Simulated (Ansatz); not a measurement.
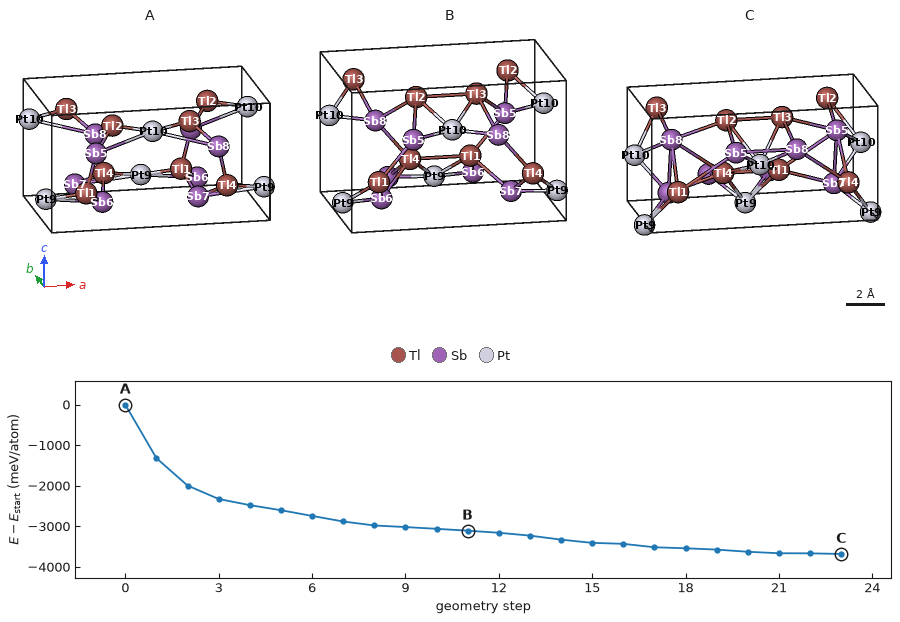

Frames of a relaxation of crystalline Tl$_{2}$Sb$_{2}$Pt (built on the Si2N2O-36 type type), marked on the history of the run. The picture is a ball-and-stick view of the conventional cell (2 times the calculation's cell), seen slightly off an axis. Lengths and directions refer to the drawn axes.

Theory: Ansatz 0.2.0, DFT, PBEsol, plane waves, PAW. Set-up: plane-wave cutoff 420 eV; k-point mesh 4 × 4 × 4; occupations fermi dirac; smearing width 0.03 eV; no spin polarisation; cell and atoms relaxed; force threshold 0.01 eV/Å; at most 120 steps.

### Describe the path.

The run was cut off at its time limit before the relaxation converged, so the last structure is only a point on the way. The largest moves relative to the cell, 2.19 Å, are those of Sb5, Sb6, Sb7 and Sb8. Sb5 goes along [2 −3 1]. Largest moves by element: Sb 2.19 Å, Pt 1.59 Å, Tl 0.92 Å. The volume changes by −13.1 %, with a 11.882 → 12.314 Å (+3.6 %), b 7.357 → 6.349 Å (−13.7 %), c 6.494 → 6.309 Å (−2.8 %). Among the contacts that change: Sb5–Sb8 6.671 → 3.308 Å, Sb5–Pt9 5.995 → 2.695 Å, Tl1–Sb6 5.913 → 3.333 Å, Tl1–Pt10 4.469 → 2.947 Å. New bonds form, among them: Sb5–Pt9 (6.00 → 2.69 Å), Sb6–Pt10 (6.00 → 2.69 Å), Sb7–Pt10 (6.00 → 2.69 Å), Sb8–Pt9 (6.00 → 2.69 Å). Among the angles between lasting bonds that change: Tl2–Pt10–Tl3 151.5° → 60.7°, Tl1–Sb6–Tl4 123.6° → 88.1°, Sb6–Tl4–Sb7 108.8° → 83.5°. The space group stays Cmc2_1 (No. 36). After 23 geometry steps the energy has fallen by 3680 meV per atom. Largest force component: 5 eV/Å at the start, 0.38 eV/Å at the end. Pressure: 61.98 GPa at the start and 2.58 GPa at the end. From step 0 to 11: Sb atoms move most (0.99 Å), volume +30.4 %, energy −3107 meV per atom. From step 11 to 23: Sb atoms move most (1.35 Å), volume −33.4 %, energy −573 meV per atom.

```csv
step,"E − E(0), meV/atom","largest force component, eV/Å","pressure, GPa","volume, Å³/atom"
0,0.00,4.9547,61.98,28.381
1,-1318.27,2.4688,31.38,32.616
2,-1994.62,1.4004,15.87,36.180
3,-2325.56,1.5569,7.06,38.982
4,-2476.97,1.5547,1.62,40.818
5,-2602.35,1.1310,-2.13,41.235
6,-2742.40,1.0555,-3.84,40.416
7,-2880.45,1.0413,-4.92,39.404
8,-2978.47,0.7111,1.88,36.054
9,-3017.82,0.6954,2.45,36.109
10,-3060.83,0.7193,0.49,37.110
11,-3106.88,0.5241,-0.58,37.006
12,-3157.98,0.4541,-2.22,36.249
13,-3228.56,0.4580,-1.88,34.471
14,-3327.65,0.4188,-2.75,32.348
15,-3406.83,0.5273,-2.49,30.326
16,-3431.07,1.3450,1.35,27.898
17,-3515.86,0.4545,0.50,26.799
18,-3540.21,0.6277,0.14,25.962
19,-3573.26,0.5135,0.31,25.593
20,-3626.68,0.5911,-0.27,25.589
21,-3663.16,0.6070,0.06,25.678
22,-3665.72,0.4330,-3.21,26.689
23,-3680.32,0.3800,2.58,24.663
```
